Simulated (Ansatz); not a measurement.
# TaSi2As4 monolayer in a perpendicular field

Aim: how the TaSi2As4 monolayer screens a field along its normal, and what the field does to its bands. A positive field points along +c.

Method: plane-wave DFT, r2SCAN-D4, Ansatz PAW, in Ansatz 0.2.0.

## 1. The structure

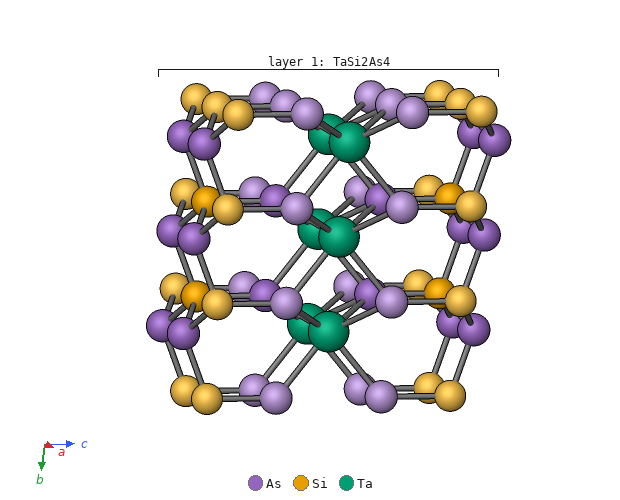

The cell as given, from the side, with the c axis across the page (arsenic purple, silicon orange, tantalum teal). 1×2×1 cells are drawn. Some periodic images of atoms are drawn too.

The cell holds 7 atoms: 4 As, 2 Si and 1 Ta. Cell: a = 3.630 Å, b = 3.630 Å, c = 49.788 Å, α = 90.0°, β = 90.0°, γ = 120.0°. Vacuum lies along c.

## 2. Relaxing the slab

The starting cell is a guess, so the in-plane lattice and the atoms are relaxed first, with the slab cut off from its images along the normal.

File input.yaml:

```yaml
crystal:
  lattice:
    - [3.63, 0.0, 0.0]
    - [-1.815, 3.1436722157, 0.0]
    - [0.0, 0.0, 49.7884686575]
  atoms:
    - { symbol: As, position: [0.0, 0.0, 0.4057164348] }
    - { symbol: Si, position: [0.3333333333, 0.6666666667, 0.4210206037] }
    - { symbol: As, position: [0.3333333333, 0.6666666667, 0.4658100912] }
    - { symbol: Ta, position: [0.0, 0.0, 0.5], spin: 1.0 }
    - { symbol: As, position: [0.3333333333, 0.6666666667, 0.5341899088] }
    - { symbol: Si, position: [0.3333333333, 0.6666666667, 0.5789793963] }
    - { symbol: As, position: [0.0, 0.0, 0.5942835652] }
  periodic: [true, true, false]
magnetization:
  spin_polarized: true
kpoints:
  mp_grid: { grid: [12, 12, 1] }
hamiltonian:
  xc: r2scan
  dispersion: d4
scf:
  occupations: { method: fermi_dirac, width: 0.05 }
  convergence: { dr2_threshold: 1.0e-09 }
relax:
  f_tol: 0.004
  max_steps: 90
  cell: {}
output:
  write_potential: true
  write_density: true
  volumetric_format: npy
```

Launch:

```sh
> ansatz run input.yaml --threads 4 --pin off --max-ram 12288MiB --backend cpu --events-out ev --progress --plain --runs-dir out
```

Numbers of over 12 decimals in the logs are rounded to 6 here.

The log of the run:

```text
Warning: relax.cell: scf.convergence.dr2_threshold = 1e-9 eV is looser than the 1.86213439517e-10 eV advised for a relaxation that steers and ends on the stress (1e-10 eV for each atom of the cell: 7, times the square of relax.cell.stress_2d_tol = 0.05 N/m over 19.4 Å (the atoms' height at the walk's start and 5 Å past either face), 2.579e-2 GPa, over a crystal's default 0.05). What an SCF threshold leaves in a stress goes as its square root, and in the free energy as the threshold itself, and one threshold admits the most on a small cell: [figures from the program's tests cut] Set scf.convergence.dr2_threshold to 1.86213439517e-10 eV or tighter. [rest of the remark cut]
Engine: ansatz 0.2.0, x86_64-unknown-linux-gnu
Pseudopotentials: kind: paw
Pseudopotential: As, paw, valence charge 15, recommended cutoff 500 eV (meta_gga), As.paw.azcp
Pseudopotential: Si, paw, valence charge 4, recommended cutoff 500 eV (meta_gga), Si.paw.azcp
Pseudopotential: Ta, paw, valence charge 13, recommended cutoff 500 eV (meta_gga), Ta.paw.azcp
Functional definition: r2SCAN
  parameter k0 = 0.174
  parameter k1 = 0.065
  parameter a1 = 4.9479
  exchange = r2scan_x(k0 = k0, k1 = k1, a1 = a1)
  correlation = r2scan_c
Crystal: 7 atoms, lattice volume = 568.163 Å³
Basis set: ecut = 500 eV, 14581 PW (Γ), exchange–correlation on 108×108×1500 points (64 copies of the dense FFT grid, shifted against one another)
Bands: 50, of which v1, the nominal top of the filled ones, is band 41 counted from 1 (40 counted from 0)
Symmetry: 12 space group operations
Space group: P-6m2 (ITA 187), of the structure as read, at distance tolerance 8.3e-5 Å
Magnetic group: BNS 187.209 (UNI 1439), of the structure as read, at distance tolerance 8.3e-5 Å
k-points: 19 of 144 (time reversal used)
Non-local potential: As, projectors of the file, l = 0: 2, l = 1: 2, l = 2: 3, l = 3: 1
Non-local potential: Si, projectors of the file, l = 0: 2, l = 1: 2, l = 2: 2
Non-local potential: Ta, projectors of the file, l = 0: 3, l = 1: 2, l = 2: 2, l = 3: 1
PAW form: soft (Blöchl's): semilocal exchange-correlation on the pseudo side does not see the compensation charge
PAW frozen core: As, regenerated for the run's functional (the file was generated under x = pbe(κ = 0.804, μ = 0.219515), c = pbe(β = 0.066725))
PAW frozen core: Si, regenerated for the run's functional (the file was generated under x = pbe(κ = 0.804, μ = 0.219515), c = pbe(β = 0.066725))
PAW frozen core: Ta, regenerated for the run's functional (the file was generated under x = pbe(κ = 0.804, μ = 0.219515), c = pbe(β = 0.066725))
PAW one-centre angular grid: As, 590 points (default); XC on 160 Gauss nodes
PAW one-centre angular grid: Si, 302 points (default); XC on 160 Gauss nodes
PAW one-centre angular grid: Ta, 590 points (default); XC on 160 Gauss nodes
Initial density: superposition of atomic densities (neutral atoms: chi_scale 0, normalization atom)
Starting moments: Σ|m| = 1 μB on 1 of 7 sites
Initial wavefunctions: pseudopotential atomic-orbital guess
Functional: x = r2scan, c = r2scan; τ floored in thin density (d = 2e-4 eV/Å³)
SCF iter   1: F=—  HF=-30681.562109 eV  |F-HF|=—  |Δ(HF+E_count)|=         —  Δρ=1.11e-2 (↑1.11e-2 ↓1.08e-2)  dr2=3.68e0  dr2_τ=1.98e-2  dr2_m=2.34e-2  M=0.692 μB ∫|m|=0.832 μB  β_m=0.97  ethr=3.10e-3  ⟨swp⟩=14.3  Hψ=10854  notcnv=0  defer=8
Mixer restart at iter 1: flushing history
preconditioner: auto → LDOS  [metal: Δε(μ)=0.053 eV  Ē_g=9.294 eV  σ=0.050 eV  W_gap=0.26  n_scr=30 (ndim 8)  ℏωp=8.9 eV  f_vac=0.729  D(μ)=1.59/eV (n_scr^D=10)]
spin=Collinear: LDOS preconditioning applied to the charge; magnetization (m = ρ↑ − ρ↓) channel mixes plain (no charge-response kernel on spin).
SCF iter   2: F=—  HF=-30681.358939 eV  |F-HF|=—  |Δ(HF+E_count)|=   2.03e-1  Δρ=7.41e-3 (↑7.40e-3 ↓7.41e-3)  dr2=1.30e0  dr2_τ=4.10e-3  dr2_m=1.62e-3  M=0.745 μB ∫|m|=0.880 μB  β_m=0.30  ethr=3.10e-3  ⟨swp⟩=3.7  Hψ=3358  notcnv=0  defer=91  κ⁻¹=1.0e0(r=1)
SCF iter   3: F=—  HF=-30681.312494 eV  |F-HF|=—  |Δ(HF+E_count)|=   4.64e-2  Δρ=3.37e-3 (↑3.21e-3 ↓3.37e-3)  dr2=1.60e-1  dr2_τ=9.24e-4  dr2_m=6.91e-3  M=0.767 μB ∫|m|=0.889 μB  β_m=0.78  ethr=1.60e-3  ⟨swp⟩=3.8  Hψ=3276  notcnv=0  defer=91  κ⁻¹=3.9e-2(r=2)
SCF iter   4: F=—  HF=-30681.346539 eV  |F-HF|=—  |Δ(HF+E_count)|=         —  Δρ=1.04e-3 (↑1.04e-3 ↓9.77e-4)  dr2=1.13e-2  dr2_τ=8.46e-5  dr2_m=5.12e-4  M=0.761 μB ∫|m|=0.850 μB  β_m=1.00  ethr=1.97e-4  ⟨swp⟩=3.3  Hψ=3859  notcnv=0  defer=94  κ⁻¹=3.9e-2(r=2)
SCF iter   5: F=—  HF=-30681.354019 eV  |F-HF|=—  |Δ(HF+E_count)|=   7.48e-3  Δρ=5.92e-4 (↑5.92e-4 ↓5.78e-4)  dr2=3.46e-3  dr2_τ=3.83e-5  dr2_m=3.69e-5  M=0.759 μB ∫|m|=0.834 μB  β_m=1.00  ethr=1.39e-5  ⟨swp⟩=3.2  Hψ=4050  notcnv=0  defer=94  κ⁻¹=1.2e-3(r=3)
SCF iter   6: F=—  HF=-30681.356932 eV  |F-HF|=—  |Δ(HF+E_count)|=   2.91e-3  Δρ=2.53e-4 (↑2.40e-4 ↓2.53e-4)  dr2=6.07e-4  dr2_τ=7.19e-6  dr2_m=6.39e-6  M=0.758 μB ∫|m|=0.827 μB  β_m=1.00  ethr=4.27e-6  ⟨swp⟩=2.8  Hψ=3007  notcnv=0  defer=94  κ⁻¹=2.9e-4(r=4)
SCF iter   7: F=—  HF=-30681.357844 eV  |F-HF|=—  |Δ(HF+E_count)|=   9.12e-4  Δρ=1.02e-4 (↑9.41e-5 ↓1.02e-4)  dr2=9.88e-5  dr2_τ=1.35e-6  dr2_m=4.85e-6  M=0.761 μB ∫|m|=0.834 μB  β_m=1.00  ethr=7.50e-7  ⟨swp⟩=3.1  Hψ=3370  notcnv=0  defer=94  κ⁻¹=7.0e-5(r=5)
SCF iter   8: F=—  HF=-30681.358076 eV  |F-HF|=—  |Δ(HF+E_count)|=   2.31e-4  Δρ=4.35e-5 (↑3.97e-5 ↓4.35e-5)  dr2=2.14e-5  dr2_τ=4.18e-7  dr2_m=2.57e-6  M=0.765 μB ∫|m|=0.841 μB  β_m=1.00  ethr=1.22e-7  ⟨swp⟩=3.0  Hψ=3759  notcnv=0  defer=94  κ⁻¹=5.4e-6(r=6)
SCF iter   9: F=—  HF=-30681.358120 eV  |F-HF|=—  |Δ(HF+E_count)|=   4.42e-5  Δρ=1.60e-5 (↑1.52e-5 ↓1.60e-5)  dr2=6.95e-6  dr2_τ=3.61e-8  dr2_m=4.17e-8  M=0.768 μB ∫|m|=0.847 μB  β_m=1.00  ethr=2.64e-8  ⟨swp⟩=3.0  Hψ=4009  notcnv=0  defer=94  κ⁻¹=6.0e-7(r=7)
SCF iter  10: F=—  HF=-30681.358117 eV  |F-HF|=—  |Δ(HF+E_count)|=   2.51e-6  Δρ=9.52e-6 (↑8.87e-6 ↓9.52e-6)  dr2=1.52e-6  dr2_τ=1.45e-8  dr2_m=1.37e-7  M=0.768 μB ∫|m|=0.847 μB  β_m=1.00  ethr=8.57e-9  ⟨swp⟩=3.0  Hψ=3242  notcnv=0  defer=94  κ⁻¹=2.5e-7(r=8)
SCF iter  11: F=—  HF=-30681.358119 eV  |F-HF|=—  |Δ(HF+E_count)|=   1.73e-6  Δρ=5.36e-6 (↑5.35e-6 ↓5.36e-6)  dr2=2.08e-7  dr2_τ=8.78e-9  dr2_m=8.93e-8  M=0.767 μB ∫|m|=0.846 μB  β_m=1.00  ethr=1.88e-9  ⟨swp⟩=3.1  Hψ=3797  notcnv=0  defer=94  κ⁻¹=2.2e-7(r=8)
SCF iter  12: F=—  HF=-30681.358120 eV  |F-HF|=—  |Δ(HF+E_count)|=   9.99e-7  Δρ=1.97e-6 (↑1.97e-6 ↓1.80e-6)  dr2=4.82e-8  dr2_τ=4.51e-10  dr2_m=2.50e-9  M=0.767 μB ∫|m|=0.845 μB  β_m=1.00  ethr=2.56e-10  ⟨swp⟩=3.8  Hψ=4162  notcnv=0  defer=94  κ⁻¹=5.7e-6(r=8)
[...]
preconditioner: auto → LDOS  [metal: Δε(μ)=0.012 eV  Ē_g=8.839 eV  σ=0.050 eV  W_gap=0.06  n_scr=26 (ndim 8)  ℏωp=8.9 eV  f_vac=0.726  D(μ)=1.87/eV (n_scr^D=12)]
spin=Collinear: LDOS preconditioning applied to the charge; magnetization (m = ρ↑ − ρ↓) channel mixes plain (no charge-response kernel on spin).
SCF iter   2: F=—  HF=-30682.880467 eV  |F-HF|=—  |Δ(HF+E_count)|=   2.83e-5  Δρ=9.90e-6 (↑9.90e-6 ↓7.78e-6)  dr2=4.93e-6  dr2_τ=2.22e-7  dr2_m=3.03e-8  M=0.581 μB ∫|m|=0.658 μB  β_m=1.00  ethr=2.81e-8  ⟨swp⟩=4.4  Hψ=4343  notcnv=0  κ⁻¹=1.0e0(r=1)
SCF iter   3: F=—  HF=-30682.880509 eV  |F-HF|=—  |Δ(HF+E_count)|=   4.13e-5  Δρ=6.63e-6 (↑6.63e-6 ↓5.89e-6)  dr2=2.03e-6  dr2_τ=6.63e-8  dr2_m=4.41e-9  M=0.581 μB ∫|m|=0.657 μB  β_m=1.00  ethr=6.09e-9  ⟨swp⟩=3.1  Hψ=3110  notcnv=0  κ⁻¹=1.5e-3(r=2)
SCF iter   4: F=—  HF=-30682.880554 eV  |F-HF|=—  |Δ(HF+E_count)|=   4.58e-5  Δρ=4.08e-6 (↑4.08e-6 ↓3.87e-6)  dr2=6.68e-7  dr2_τ=1.94e-8  dr2_m=4.96e-10  M=0.581 μB ∫|m|=0.657 μB  β_m=1.00  ethr=2.51e-9  ⟨swp⟩=3.3  Hψ=3583  notcnv=0  κ⁻¹=2.4e-4(r=3)
SCF iter   5: F=—  HF=-30682.880582 eV  |F-HF|=—  |Δ(HF+E_count)|=   2.79e-5  Δρ=2.57e-6 (↑2.57e-6 ↓2.48e-6)  dr2=2.31e-7  dr2_τ=6.75e-9  dr2_m=2.09e-10  M=0.581 μB ∫|m|=0.657 μB  β_m=1.00  ethr=8.25e-10  ⟨swp⟩=3.1  Hψ=3180  notcnv=0  κ⁻¹=2.2e-5(r=4)
SCF iter   6: F=—  HF=-30682.880609 eV  |F-HF|=—  |Δ(HF+E_count)|=   2.73e-5  Δρ=1.38e-6 (↑1.38e-6 ↓1.31e-6)  dr2=7.52e-8  dr2_τ=1.76e-9  dr2_m=1.15e-10  M=0.581 μB ∫|m|=0.657 μB  β_m=1.00  ethr=2.85e-10  ⟨swp⟩=3.7  Hψ=3365  notcnv=0  κ⁻¹=4.7e-6(r=5)
SCF iter   7: F=—  HF=-30682.880620 eV  |F-HF|=—  |Δ(HF+E_count)|=   1.08e-5  Δρ=6.15e-7 (↑6.15e-7 ↓5.89e-7)  dr2=1.69e-8  dr2_τ=3.32e-10  dr2_m=1.60e-11  M=0.580 μB ∫|m|=0.657 μB  β_m=1.00  ethr=9.28e-11  ⟨swp⟩=3.8  Hψ=3562  notcnv=0  κ⁻¹=2.7e-6(r=6)
SCF iter   8: F=—  HF=-30682.880626 eV  |F-HF|=—  |Δ(HF+E_count)|=   5.59e-6  Δρ=2.47e-7 (↑2.47e-7 ↓2.41e-7)  dr2=3.05e-9  dr2_τ=4.32e-11  dr2_m=7.23e-12  M=0.580 μB ∫|m|=0.657 μB  β_m=1.00  ethr=2.08e-11  ⟨swp⟩=4.3  Hψ=4244  notcnv=0  κ⁻¹=1.4e-6(r=7)
SCF iter   9: F=—  HF=-30682.880627 eV  |F-HF|=—  |Δ(HF+E_count)|=   6.87e-7  Δρ=7.65e-8 (↑6.62e-8 ↓7.65e-8)  dr2=1.04e-10  dr2_τ=2.11e-12  dr2_m=6.69e-12  M=0.580 μB ∫|m|=0.657 μB  β_m=1.00  ethr=3.76e-12  ⟨swp⟩=3.8  Hψ=3532  notcnv=0  κ⁻¹=1.8e-7(r=8)
SCF iter  10: F=-30682.880627 eV  HF=-30682.880627 eV  |F-HF|=4.27e-9  |Δ(HF+E_count)|=   9.63e-9  Δρ=3.95e-8 (↑3.82e-8 ↓3.95e-8)  dr2=2.52e-11  dr2_τ=5.81e-13  dr2_m=1.44e-12  M=0.580 μB ∫|m|=0.657 μB  ethr=1.00e-12  ⟨swp⟩=12.2  Hψ=13455  notcnv=0
SCF 7 converged in 10 iterations: F = -30682.880627 eV  dr2 = 2.52e-11
relax step   7: F+E_penalty+E_count = -30682.88062659 eV  Δ(F+E_penalty+E_count) = -2.203e-4 eV  max|allowed force component| = 9.529e-4 eV/Å  Δτ_max = 0.0000 Å  P = +0.003 N/m  Ω = 575.275 Å³  fix = [c, alpha, beta]  reactions: c +0.000 N/m  stress off target by 3.44e-3 N/m on what of the cell is left free  SCF on the basis re-selected at this cell (its energy is not comparable with the rows above)  (10 SCF iters)
basis re-selected at this cell: Δ(F+E_penalty+E_count) = -2.203e-4 eV, ΔP = +0.001 N/m vs the last step (what re-selecting the basis moved, of the pressure what is left beyond the Pulay correction that the steps carried, after the strain that the cell walked since its last selection, with what the two solves' SCF thresholds leave and, on support functions, any second-order correction that the steps lacked; it is no m [...]
WARN: The output density's exchange-correlation potential varies sharply where the density is thin. Do not read a vacuum level from v_tot or v_xc, or from such a field of the output density. On a cell that repeats whose density bears no net charge and no dipole along the vacuum's axis use v_es (v_loc + v_h of the components); under efield.dipole_correction with no amplitude use v_es + v_field, which holds any externa [...]
SCF converged after 10 iterations
Stability not checked: this state was not tested for a lower state beside it, because the mixer in use, unlike msr1, does not test its closes by its own steps (another_mixer; see scf.mixing.algorithm and scf.lower_state_search)
Magnetization: 0.5805 μB (40.7902 up, 40.2098 down)
Absolute magnetization: 0.6565 μB (∫|ρ↑−ρ↓|, with the PAW one-centre terms)
Spin contamination: 0.0067 ħ² per cell (⟨S²⟩ above its minimum at these occupations)
Per-site moments (μB) at R_I (Å): [(0.00360928, 0.975558), (0.010702, 0.966521), (-0.00881582, 0.966521), (0.288610, 1.072724), (-0.00881582, 0.966521), (0.010702, 0.966521), (0.00360928, 0.975558)]
Free energy (F): -30682.880627 eV
Harris-Foulkes:  -30682.880627 eV  (|F-HF|=4.27e-9)
Internal energy: -30682.865741 eV  (E = F + TS)
E sigma→0 (E₀):  -30682.873184 eV
Entropy (-TS):   -0.014886 eV (-2.127 meV/atom)
Fermi energy:    -5.035829 eV
--- Per-component energies (eV) ---
  E_band       = -2381.949840
  E_kinetic    = 862.798875
  E_local      = -446932.977791  (includes V_loc(G=0)·N_el)
  E_nonlocal   = -2616.248909
  E_hartree    = 223089.251511
  E_xc         = -605.535484
  E_vxc        = -661.178461  (∫ρ·V_xc dr)
  E_paw        = -16853.045754  (= ΣΔE_a)
  E_vpaw       = 754.047310  (= ΣTr[D̂ρ^β])
  E_aug_tail   = 0.000072  (compensation charges beyond the density's cutoff)
  E_vtau       = 33.105967  (kinetic-family band-sum trace: ∫τ·v_τ [+ j·A + Jᵃ·Aᵃ] dr)
  E_ewald      = 212380.400323
  E_disp       = -0.769806  (pairwise vdW)
  E_core_change = -6.738777  (= ΣΔE_core)
  E_smearing   = -0.014886  (= −TS)
  E_closure    = 0.000000  (closes the sum)
  Σ components = -30682.880627   (vs F -30682.880627, Δ=0.00e0)
--- Forces (eV/Å), atoms counted from 1 ---
  atom   1  As     0.00000000    -0.00000000    -0.00055462
  atom   2  Si     0.00000000    -0.00000000     0.00095288
  atom   3  As    -0.00000000    -0.00000000    -0.00050504
  atom   4  Ta     0.00000000    -0.00000000     0.00000000
  atom   5  As    -0.00000000    -0.00000000     0.00050504
  atom   6  Si     0.00000000     0.00000000    -0.00095288
  atom   7  As    -0.00000000    -0.00000000     0.00055462
  max |Σ_I F_I| component: 7.69e-17 eV/Å
--- 2D stress c σ (N/m, compression-positive) ---
        0.003439       0.000000       0.000000
        0.000000       0.003439       0.000000
        0.000000       0.000000       0.000000
  P = ½ c Tr σ = 0.0034 N/m
--- Band table (eV; the first three rows and the last of 38) ---
  k-point 0 ↑: bands = [... 37 lower, -6.0943, -5.6297, -5.6297, -4.9062, -2.6046, -2.5280, -2.1786, -2.1786, ... 5 higher]
  k-point 1 ↑: bands = [... 37 lower, -6.2740, -5.7728, -5.7718, -4.9031, -2.4627, -2.4347, -1.9556, -1.9437, ... 5 higher]
  k-point 2 ↑: bands = [... 37 lower, -6.5949, -6.1138, -6.1026, -5.0819, -2.8613, -2.7883, -1.8992, -1.8837, ... 5 higher]
  k-point 18 ↓: bands = [... 37 lower, -7.8761, -6.8752, -6.0446, -4.1034, -3.2540, -2.9317, -2.9110, -2.1157, ... 5 higher]
  the weakly bound empty levels are not read free of the cell's end (no_gap_told)
--- Relaxed structure (6 steps of the walk, 6 accepted, 1 SCFs on fresh bases) ---
  F+E_penalty+E_count = -30682.88062659 eV   max|allowed force component| = 9.529e-4 eV/Å   (the final SCF, on the basis selected at the relaxed cell)
  cell:  # Å, volume = 575.2753 Å³
    - [3.652651, 0, 0.0]
    - [-1.826325, 3.163288, 0.0]
    - [0.0, 0.0, 49.7884686575]
  atoms:
    - { symbol: As, position: [1.0573552618554993e-17, -5.135725556199064e-17, 0.400876] }
    - { symbol: Si, position: [0.333333, 0.666667, 0.422376] }
    - { symbol: As, position: [0.333333, 0.666667, 0.469437] }
    - { symbol: Ta, position: [1.0573552618554993e-17, -5.135725556199064e-17, 0.5] }
    - { symbol: As, position: [0.333333, 0.666667, 0.530563] }
    - { symbol: Si, position: [0.333333, 0.666667, 0.577624] }
    - { symbol: As, position: [1.0573552618554993e-17, -5.135725556199064e-17, 0.599124] }
```

Wall time 3.3 min (4 threads of AMD EPYC 9R45 (Zen 5), shared host); peak memory 2.7 GiB.

Step by step:

| step | energy less that of the first step (eV) | largest force component (eV/Å) | volume (Å³) |
| --- | --- | --- | --- |
| 1 | 0.0000 | 3.3897 | 568.16 |
| 2 | -1.4105 | 0.9319 | 565.62 |
| 3 | -1.4974 | 0.1916 | 563.23 |
| 4 | -1.5222 | 0.0356 | 575.16 |
| 5 | -1.5223 | 0.0075 | 575.26 |
| 6 | -1.5223 | 0.0009 | 575.28 |
| 7* | -1.5225 | 0.0010 | 575.28 |

Relaxation steps marked * repeat the geometry before them on a plane-wave basis chosen anew for their cell, so energy and pressure can jump there.

The run keeps the 12 symmetry operations that it works with, so distortions that break them were not tested.

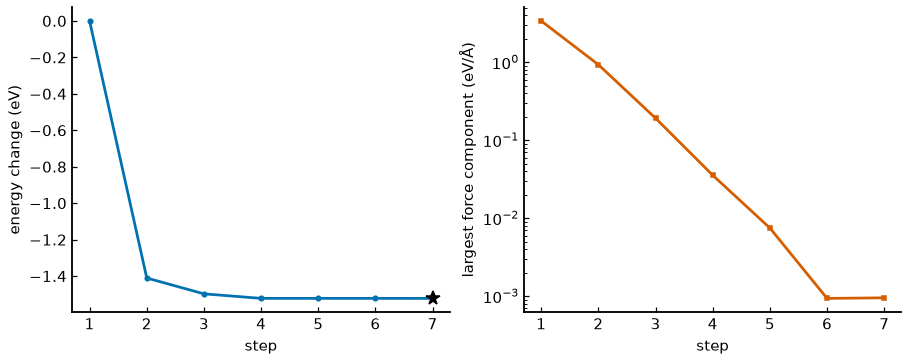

Energy and largest force along the relaxation. Stars mark steps on a basis chosen anew.

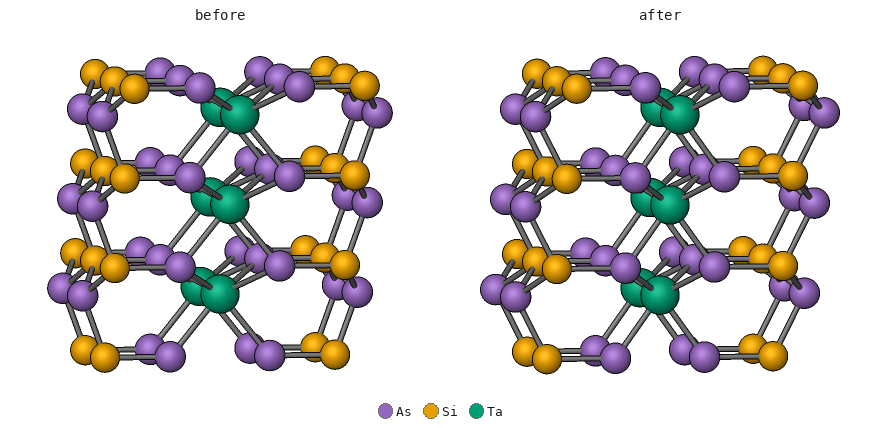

The structure before and after the relaxation, drawn at the same scale.

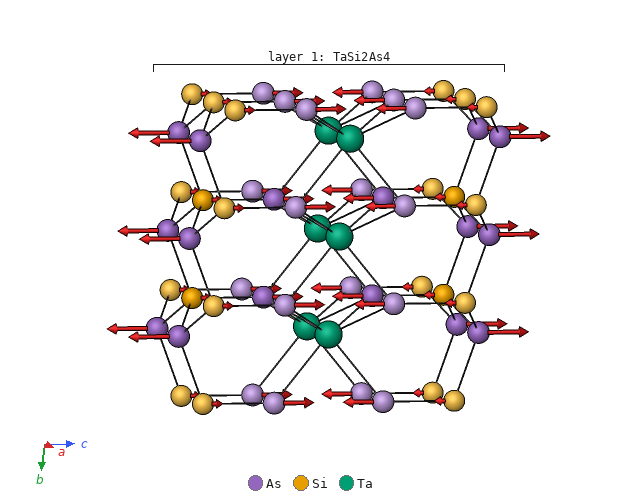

Displacements in the relaxation, exaggerated, measured against the changing cell; the longest in the cell stands for 0.24 Å. 1×2×1 cells are drawn. Some periodic images of atoms are drawn too.

| cell as run | before | after | change |
| --- | --- | --- | --- |
| a (Å) | 3.630 | 3.653 | +0.6 % |
| b (Å) | 3.630 | 3.653 | +0.6 % |

The atoms that moved most (Å, along periodic axes as changes of fractional coordinates times the final cell, across vacuum about the mean position):

| atom | dx | dy | dz | length |
| --- | --- | --- | --- | --- |
| As7 | 0.000 | 0.000 | 0.241 | 0.241 |
| As1 | 0.000 | 0.000 | -0.241 | 0.241 |
| As5 | 0.000 | 0.000 | -0.181 | 0.181 |
| As3 | 0.000 | 0.000 | 0.181 | 0.181 |
| Si6 | 0.000 | 0.000 | -0.067 | 0.067 |
| Si2 | 0.000 | 0.000 | 0.067 | 0.067 |

The relaxed structure:

```cif
data_structure
_symmetry_space_group_name_H-M 'P 1'
_symmetry_Int_Tables_number 1
_cell_length_a 3.6527
_cell_length_b 3.6527
_cell_length_c 49.7885
_cell_angle_alpha 90.000
_cell_angle_beta 90.000
_cell_angle_gamma 120.000
_cell_volume 575.28
loop_
_atom_site_label
_atom_site_type_symbol
_atom_site_fract_x
_atom_site_fract_y
_atom_site_fract_z
_atom_site_occupancy
As1 As 0.00000 0.00000 0.40088 1
Si2 Si 0.33333 0.66667 0.42238 1
As3 As 0.33333 0.66667 0.46944 1
Ta4 Ta 0.00000 0.00000 0.50000 1
As5 As 0.33333 0.66667 0.53056 1
Si6 Si 0.33333 0.66667 0.57762 1
As7 As 0.00000 0.00000 0.59912 1
```

Numbers from this step:

```yaml
energy_at_zero_smearing: -30682.8732 eV
total_moment: 0.5805 μB
site_moments: 0.003609, 0.01070, -0.008816, 0.2886, -0.008816, 0.01070, 0.003609 μB
```

(Continued in part 2 of 4.)

[Logs are printed without paths, hosts, clocks, repeated set-up lines and the standing remarks that a program may print on its own settings, such as how far it seeks lower states.]

[Hosts, paths, dates, database ids (printed as entryN), source tags and the programs' standing remarks are cut or masked in the printed files.]

[Maps of the electrostatic potential energy from Ansatz leave out the sawtooth potential of an applied field or a dipole correction, so their vacuum need not be flat; planar profiles and work functions include it.]
